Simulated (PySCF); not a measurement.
## Electronic structure of C$_{6}$H$_{11}$NSi$_{2}$ (SMILES CC#CC#CCN([SiH3])[SiH3]) in real space

Input

```
{"job": {"kind": "uv", "xc": "B3LYP", "basis": "def2-SVPD", "ip": true}, "charge": 0, "multiplicity": 1}
C      5.003080    -0.782152    -0.760726
C      3.642745    -0.523357    -0.333733
C      2.498670    -0.305805     0.025461
C      1.211627    -0.062456     0.429598
C      0.068509     0.155136     0.793515
C     -1.316599     0.406312     1.189831
N     -2.277559     0.355035     0.088156
Si    -2.504171     1.818086    -0.848064
Si    -2.815242    -1.229809    -0.431278
H      5.602593    -1.201508     0.062878
H      5.025341    -1.502666    -1.593740
H      5.495652     0.142780    -1.100271
H     -1.372008     1.393342     1.685946
H     -1.602363    -0.326478     1.967836
H     -2.669406     2.956118     0.108759
H     -3.729289     1.642126    -1.679575
H     -1.353622     2.143711    -1.748432
H     -4.018239    -1.043483    -1.292409
H     -3.153696    -2.021804     0.791787
H     -1.786200    -1.995994    -1.201880
```

Command:

```sh
OMP_NUM_THREADS=1 python probes_run.py task.json out
```

Geometry: PBE0-D3(BJ)/def2-SVP.

The calculation used B3LYP/def2-SVPD, SCF density, gas phase (PySCF).

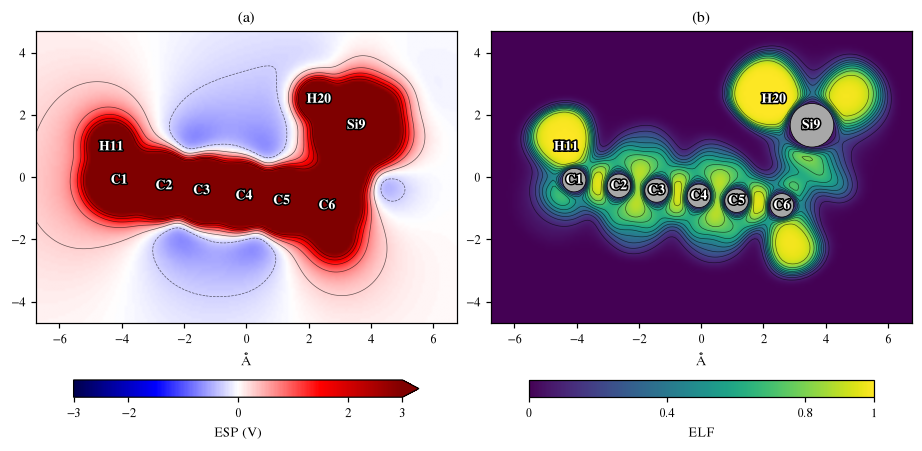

Figure 1. (a) electrostatic potential; (b) ELF on the plane of atoms C2, C1 and H11. Grey discs cover the atomic cores in the ELF map.

What does the map show?

Answer. The section cuts through C, Si and H sites.
C–C (1.22 Å): the ELF peaks at about 0.85 between the atoms: a short, multiple covalent bond.
C–H (1.10 Å): the ELF climbs to about 1 towards the hydrogen, as it does in any bond to H; an ordinary covalent bond to hydrogen.
C–C (1.37 Å): the ELF peaks at about 0.95 between the atoms: localised, covalent bonding.
Si–H (1.50 Å): the ELF climbs to about 1 towards the hydrogen.
Outside the dense part of the molecule the potential is most negative (−0.7 V) near C3.

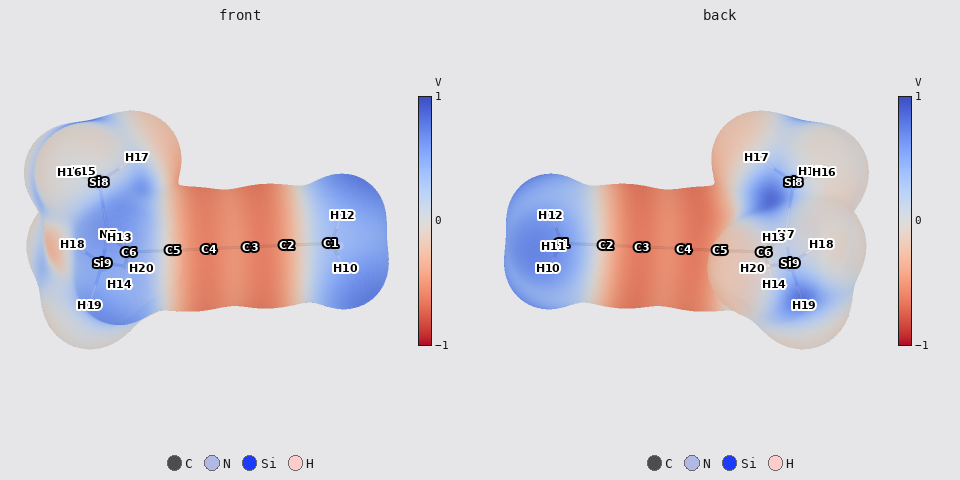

Figure 2. The electrostatic potential painted on the density surface at 0.001 e/bohr³, seen from the front and from behind; red is negative and blue positive.

Describe the electrostatic potential map.

Answer. The most negative region (about −0.6 V) lies over C3, C4 and C5, the most positive (about +0.8 V) over the H and Si atoms.

How polar is the molecule by this calculation?

Answer. Its dipole moment is 1.19 D.
